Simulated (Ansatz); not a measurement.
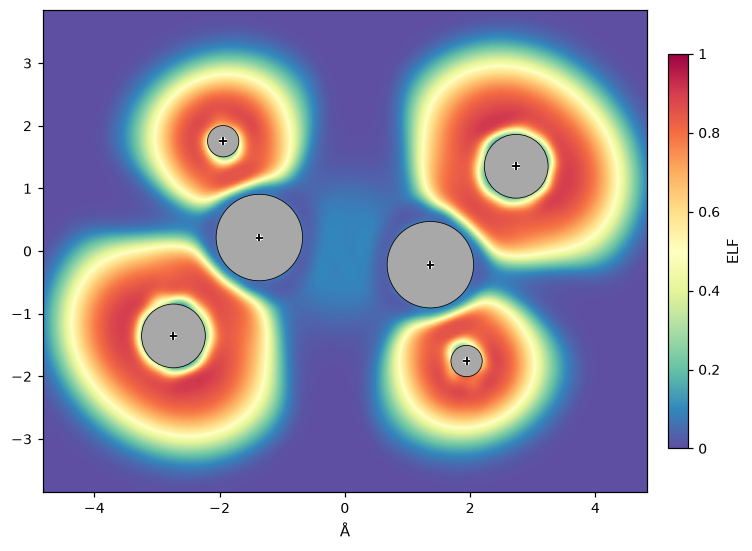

The electron localisation function on a plane through atoms (crosses mark nuclei in the plane; grey discs cover the cores).

The calculation used RKS PBE0-D4/def2-TZVPP (Ansatz).

Candidates:
A. Al2Cl2F2H2O2 (SMILES [F][Al-]1([Cl])[OH+][Al-]([F])([Cl])[OH+]1)
B. C3H12AlP (SMILES [CH3][Al-]([CH3])([CH3])[PH3+])
C. F2H4MoO4 (SMILES [OH][Mo]([OH])([OH])([OH])([F])[F])

Which system is this?

Answer. Candidate A: Al2Cl2F2H2O2 on the plane of atoms F6, Al5 and Cl7, which holds F, Al and Cl. Al–F (1.64 Å): the ELF peaks at about 0.85 in the valence shell of F, 0.6 Å from its nucleus, and is about 0.30 at the midpoint. Al–Cl (2.09 Å): the ELF peaks at about 0.85 in the valence shell of Cl, 0.9 Å from its nucleus, and is about 0.80 at the midpoint.
